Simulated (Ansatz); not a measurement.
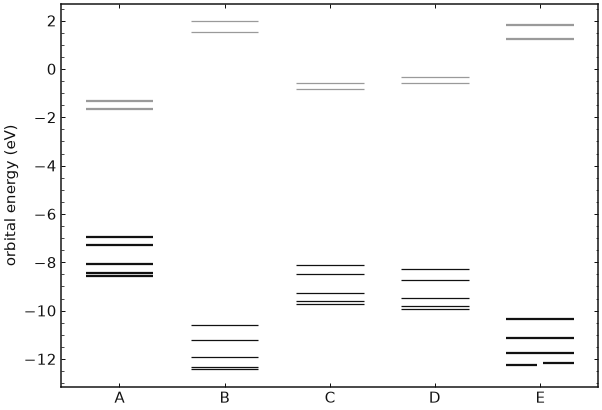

Frontier orbital energies of CH₆O₂Si₂, SMILES O=CO[SiH2][SiH3] at one geometry, def2-TZVPP, the Ansatz code, at a PBE0-D4/def2-TZVP geometry (no frequency check). Empty levels are grey, levels within 0.1 eV stand side by side; all columns show the same few orbitals around the gap.

**The columns come from B3LYP, PBE, PBE0, ωB97M-V and ωB97X-V. Which is which?**

A: PBE (HOMO −6.93, LUMO −1.65, separation 5.28 eV)
B: ωB97X-V (HOMO −10.59, LUMO 1.52, separation 12.11 eV)
C: B3LYP (HOMO −8.09, LUMO −0.83, separation 7.26 eV)
D: PBE0 (HOMO −8.29, LUMO −0.60, separation 7.69 eV)
E: ωB97M-V (HOMO −10.36, LUMO 1.24, separation 11.60 eV)

Limits of at least one run: empty levels above zero depend strongly on the basis; one conformer of a flexible molecule.
